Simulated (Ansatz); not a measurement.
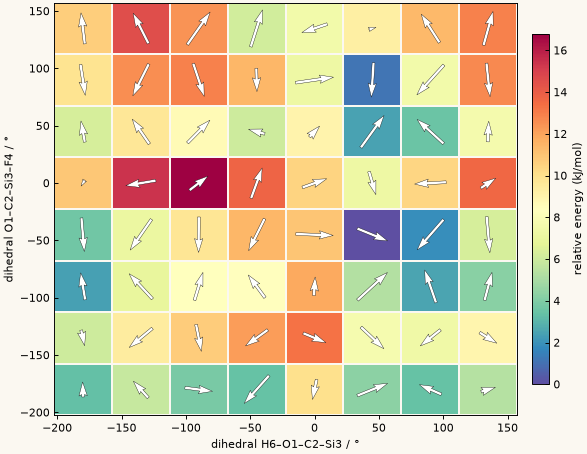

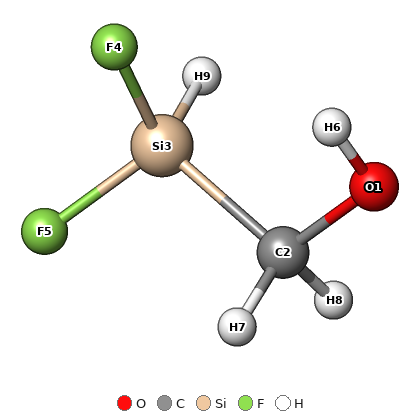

Energy landscape of CH4F2OSi, SMILES OC[SiH](F)F. Coordinates scanned: (1) dihedral H6–O1–C2–Si3; (2) dihedral O1–C2–Si3–F4. Nothing is relaxed (all other coordinates rigid). The scan uses an 8 × 8 grid. Points are written as (first, second). Energies: kJ/mol, counted from the lowest grid point. Theory: RKS PBE0-D4/def2-TZVP in Ansatz.

The picture shows one coloured cell a grid point, arrows along the force (downhill), their lengths compressed. The second picture is the structure at the lowest point.

**Where are the lowest and the highest points?**

The lowest grid point is at (45°, −45°). Other grid points that lie below all their neighbours: (45°, 90°) (1.1 kJ/mol higher); (−180°, −90°) (2.4 kJ/mol higher); (−180°, −180°) (3.3 kJ/mol higher). The highest grid point, (−90°, 0°), lies 16.8 kJ/mol above the lowest.

Time for the 64 points that were run: 11 min on 1 thread of Arm Neoverse V1 (shared host).
